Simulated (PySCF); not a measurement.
CH3F, SMILES `CF`.

PySCF calculation, 6-311+G** basis, gas phase; geometry: GFN2-xTB. No frequency check shows the geometry to be a minimum.

The calculation's input:

```python
import numpy as np
from pyscf import gto, scf, mcscf

mol = gto.M(atom='''
C     -0.62571     0.00000     0.00000
F      0.73846     0.00000     0.00000
H     -0.96396    -0.83422    -0.61575
H     -0.96397    -0.11614     1.03033
H     -0.96396     0.95037    -0.41459
''', basis='6-311+g**', charge=0, spin=0, verbose=4)
# stretch the bond between atoms 1 and 2, from long to short, fragments rigid
a, b, move = 0, 1, [1]
xyz = mol.atom_coords(unit='Angstrom')
u = xyz[b] - xyz[a]
r0 = np.linalg.norm(u)
rows, last, dm_u = [], None, None
for r in [3.72, 2.93, 2.39, 2.06, 1.8, 1.6, 1.46, 1.33, 1.22]:
    new = xyz.copy()
    new[move] += u / r0 * (r - r0)
    m = mol.set_geom_(new, unit='Angstrom', inplace=False)
    rhf = scf.RHF(m).density_fit(auxbasis='def2-universal-jkfit').run()
    uhf = scf.UHF(m).density_fit(auxbasis='def2-universal-jkfit').newton()
    if dm_u is None:
        c = rhf.mo_coeff
        h = m.nelectron // 2 - 1
        ca, cb = c.copy(), c.copy()
        ca[:, h], cb[:, h] = (c[:, h] + c[:, h + 1]) / 2**.5, (c[:, h] - c[:, h + 1]) / 2**.5
        dm_u = np.array([x[:, :h + 1] @ x[:, :h + 1].T for x in (ca, cb)])
    uhf.kernel(dm0=dm_u)
    for _ in range(3):
        c, _, stable, _ = uhf.stability(return_status=True)
        if stable:
            break
        uhf.kernel(c, uhf.mo_occ)
    dm_u = uhf.make_rdm1()
    mc = mcscf.CASSCF(rhf, 2, 2)
    mc.natorb = True
    mc.fix_spin_(ss=0)
    guess = mcscf.addons.make_natural_orbitals(uhf)[1] if last is None else mcscf.project_init_guess(mc, last.mo_coeff, last.mol)
    mc.kernel(guess)
    last = mc
    act = slice(mc.ncore, mc.ncore + mc.ncas)
    print('r %.3f  RHF %.6f  UHF %.6f  <S^2> %.3f  CASSCF %.6f  occupations' % (r, rhf.e_tot, uhf.e_tot, uhf.spin_square()[0], mc.e_tot), mc.mo_occ[act].round(4))
    rows.append((new, rhf.e_tot, uhf.e_tot, uhf.spin_square()[0], mc.e_tot, mc.mo_occ[act], mc.mo_coeff[:, act], dm_u[0] - dm_u[1], rhf.converged and uhf.converged and mc.converged))
    np.savez('result.npz', **{k: [row[i] for row in rows] for i, k in enumerate('xyz rhf uhf s2 cas occ c spin ok'.split())})
```

Run with:

```sh
OMP_NUM_THREADS=1 python input.py
```

The run took 18 s on 1 thread of Intel(R) Xeon(R) Platinum 8559C (Emerald Rapids), on a shared host, peak memory 0.21 GiB.

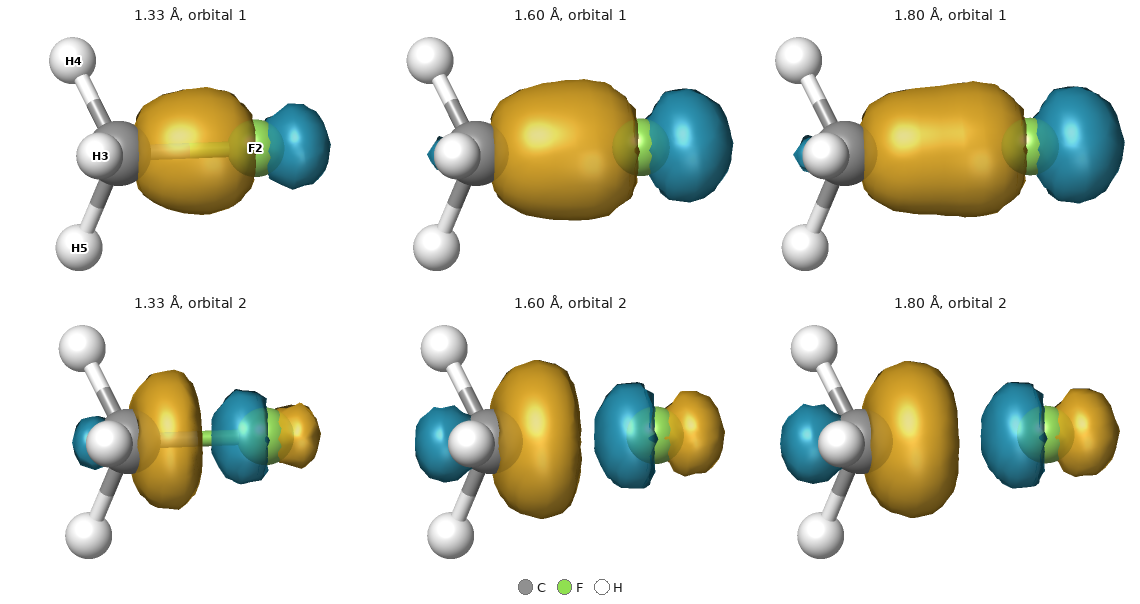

Rigid stretch of the C1–F2 bond. The two CASSCF(2,2) natural orbitals nearest half filling (orbital 1 the more occupied).

Q: How do the occupations change along the stretch?

A: 1.33 Å: 1.98 and 0.02; 1.60 Å: 1.95 and 0.05; 1.80 Å: 1.91 and 0.09. At the longest distance computed (3.72 Å) they are 1.08 and 0.92, and the effective number of unpaired electrons is 2.0.

Q: Where does the UHF solution part from RHF?

A: Between 1.80 Å (⟨S²⟩ = 0, the two coincide) and 2.06 Å (⟨S²⟩ = 0.64); at 3.72 Å ⟨S²⟩ is 1.01 and UHF lies 4.6 eV below RHF.

Q: How much energy does the stretch cost?

A: By CASSCF, 4.0 eV from the lowest point of the scan (1.46 Å) to 3.72 Å; RHF gives 7.8 eV from its own lowest point. The fragments aren't relaxed and dynamic correlation is missing, so this isn't a bond dissociation energy.
